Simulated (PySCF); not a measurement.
## Electronic structure of ZrH (quartet) in real space

```xyz
2

Zr    0.0000    0.0000   -0.0206
H     0.0000    0.0000    1.8354
```

Level of theory: PySCF 2.14.0, PBE0/x2c-TZVPPall, spin-free X2C-1e, Gaussian nucleus, at a bond length of 1.856 Å.

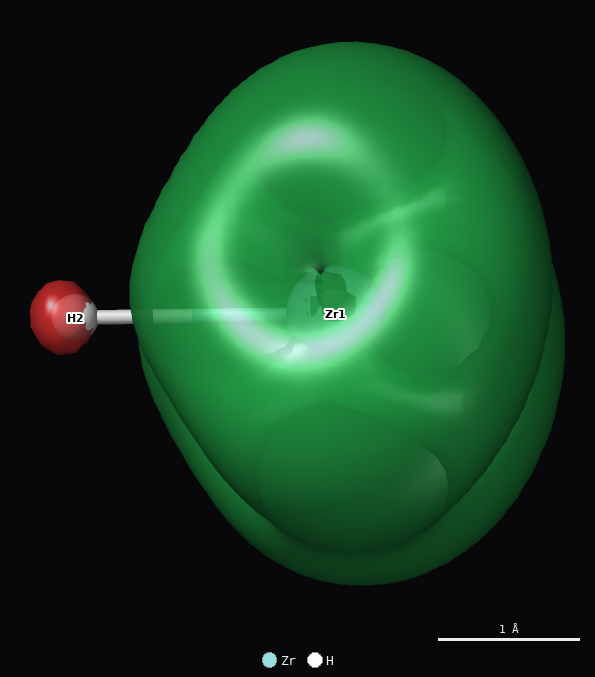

Figure 1. Isosurfaces of the spin density at +0.03 (green) and −0.03 e/Å³ (red), seen from one side.

> Describe the spin distribution.

The unpaired spin (3 electrons) lies mostly on Zr1 (about 3.0), in electrons by Hirshfeld's partition.

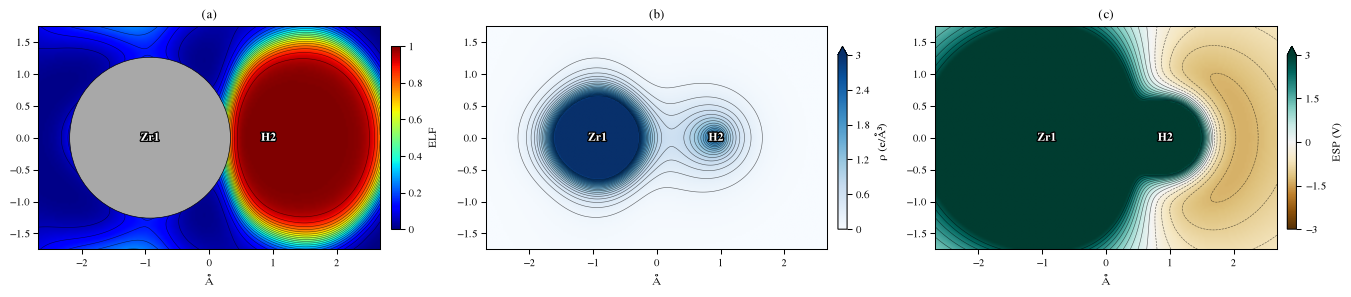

Figure 2. (a) electron localisation function; (b) total electron density; (c) electrostatic potential on a plane that holds the molecular axis. Grey discs cover the atomic cores in the ELF map.

> What does the map show?

Atoms in the plane: Zr and H. Zr–H (1.86 Å): ρ is about 0.94 e/Å³ halfway; the ELF climbs to about 1 towards the hydrogen. Outside the dense part of the molecule the potential is most negative (−1.4 V) near H2.

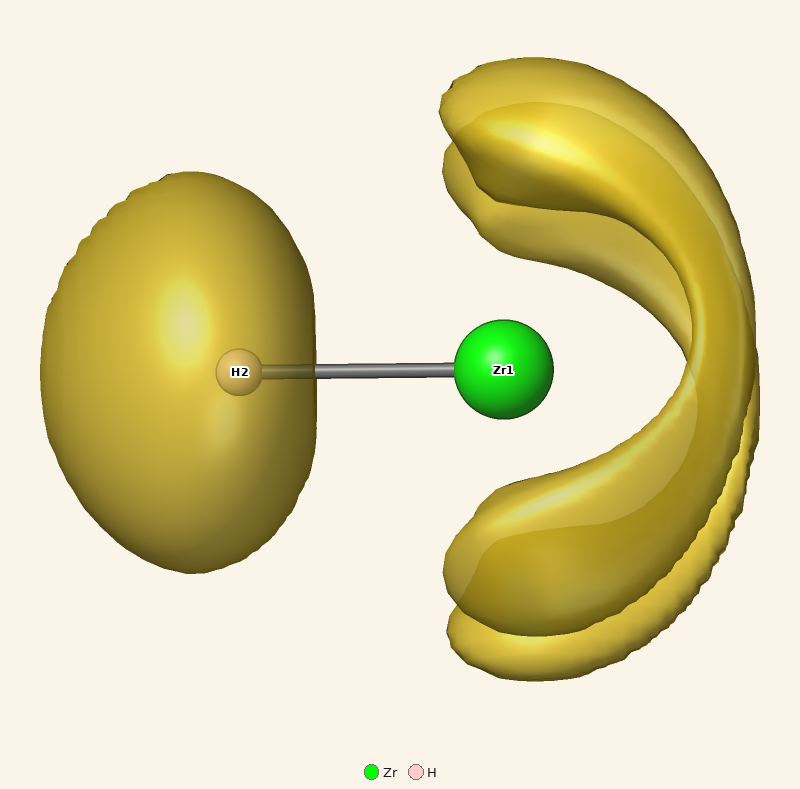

Figure 3. Isosurface of the ELF at 0.75 (yellow), seen from one side. Only the valence region is drawn (cores and ρ < 0.01 e/Å³ removed).

> What do the ELF domains correspond to?

The ELF exceeds this value in one region around a hydrogen nucleus and two regions wrapped around Zr (the valence shell of each).
